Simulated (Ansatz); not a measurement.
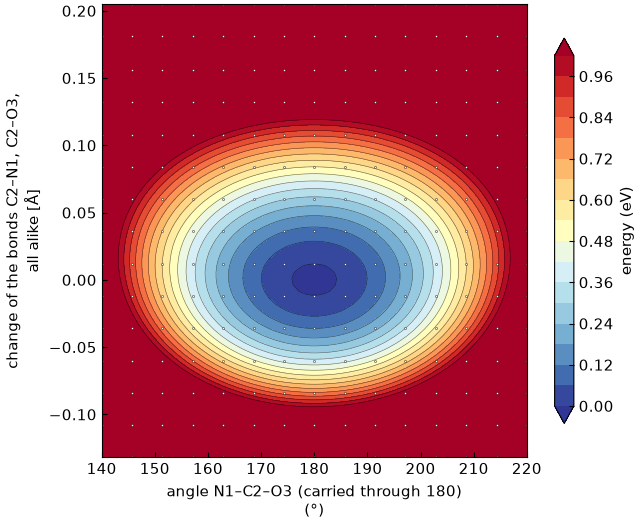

CNO, SMILES [N-]=C=O, charge −1. The first coordinate is: angle N1–C2–O3 (carried through 180); the second: change of the bonds C2–N1, C2–O3, all alike. Nothing is relaxed (all other coordinates rigid). The scan uses a 15 × 15 grid; 120 points were computed and 105 follow by symmetry. Points are written as (first, second). Energies: eV, counted from the lowest grid point. Computed with RKS PBE0-D4/def2-TZVPD (Ansatz 0.2.0).

Drawn: filled contours, dots at the grid points, one colour for all values above the top of the scale. Between grid points the surface is interpolated.

> Estimate the position of the minimum and the force constants in these coordinates.

The interpolated minimum is at the first coordinate ≈ 180.0°, the second coordinate ≈ 0.000 Å. The curvatures there are about 4.8 eV/rad² and 188 eV/Å², with a cross term of about 0 eV/(rad·Å). Round the minimum the two coordinates are nearly uncoupled.
